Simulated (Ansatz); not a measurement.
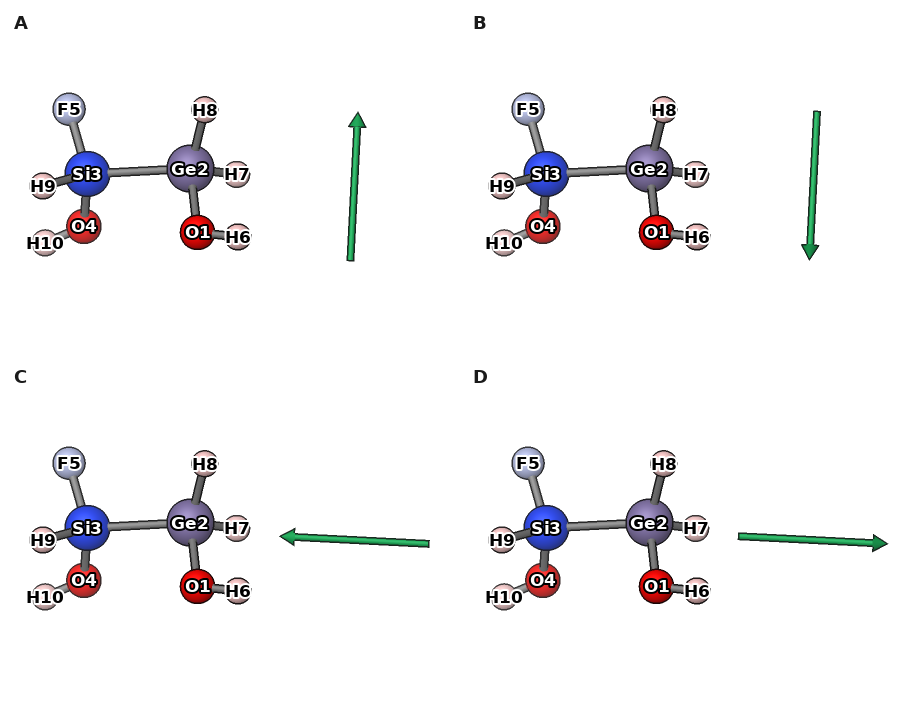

The same molecule four times, each with an arrow. The geometry was computed by an optimisation with PBE0-D4/def2-TZVP. No frequency run is at hand to confirm it as a minimum. Properties computed with RKS ωB97M-V/def2-TZVPP (Ansatz 0.2.0).

**Which arrow points along the dipole moment, from the negative to the positive end?**

B. The dipole moment is 0.53 D; it points from the side of F5, H8 to the side of O1, H6, H10 (the outermost atoms at the two ends).
